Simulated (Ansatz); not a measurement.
Start from InSe in the beta-GaS type structure (space group P6_3/mmc, No. 194; a = 4.0162 Å, c = 16.9265 Å; layered, stacked along the Cartesian z axis).

The change: cell and atoms relaxed at a pressure of 0.9 GPa.

All numbers come from Ansatz (a first-principles code) r2SCAN+rVV10, no spin-orbit coupling, earlier PAW set.

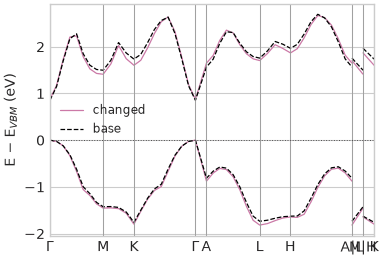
Figure. Highest valence and lowest conduction band along the path, each from its own valence-band maximum

Q: From the figure, how large is the changed gap, and is it direct?

A: About 0.9 eV, direct at Γ.

Load acts through the strain it causes; cell and atoms are relaxed under it. No phonon test of stability was made.
